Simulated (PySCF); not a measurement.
Input

```
{"job": {"kind": "nmr", "xc": "PBE0", "basis": "pcSseg-1"}, "charge": 0, "multiplicity": 1}
B      2.111164     0.437901     0.318456
C      1.081879    -0.254954    -0.663727
C     -0.302458    -0.247241    -0.190951
C     -1.140583    -1.126326     0.439993
C     -2.248095    -0.145383     0.503124
O     -3.368302    -0.116979     0.912373
C     -1.305968     0.828164    -0.198571
S     -1.329924     2.345713    -0.741615
H      3.242327     0.395376     0.037745
H      1.751914     0.977616     1.287884
H      1.140298     0.323040    -1.593086
H      1.405463    -1.271959    -0.895971
H     -1.042102    -2.144480     0.766619
```

Run with:

```sh
OMP_NUM_THREADS=1 python probes_run.py task.json out
```

Geometry: GFN2-xTB.

Method: PBE0/pcSseg-1, SCF density, gas phase, non-relativistic in PySCF 2.14.0.

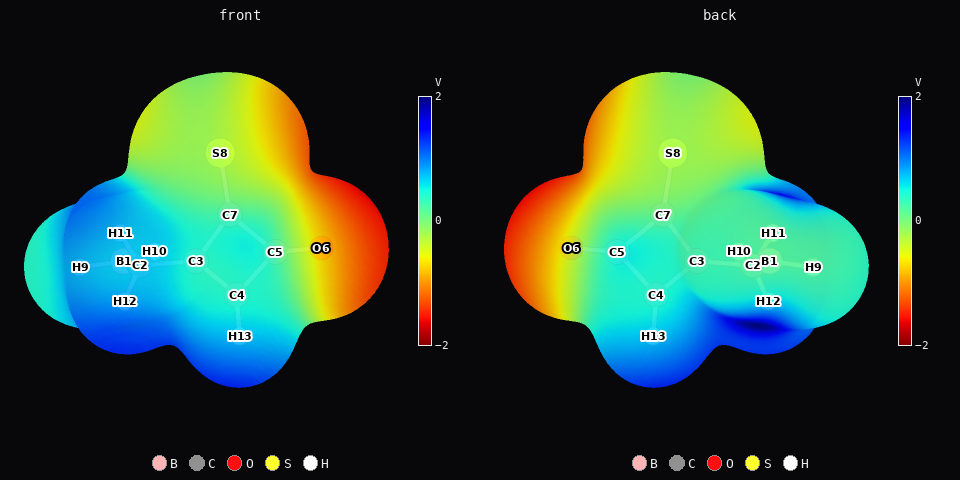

C5H5BOS. The electrostatic potential painted on the density surface at 0.001 e/bohr³, seen from the front and from behind; red is negative and blue positive.

**Where is the surface potential most negative and most positive?**

The most negative region (about −1.6 V) lies over O6, the most positive (about +1.8 V) over B1. O6 is the likeliest acceptor of a hydrogen bond.
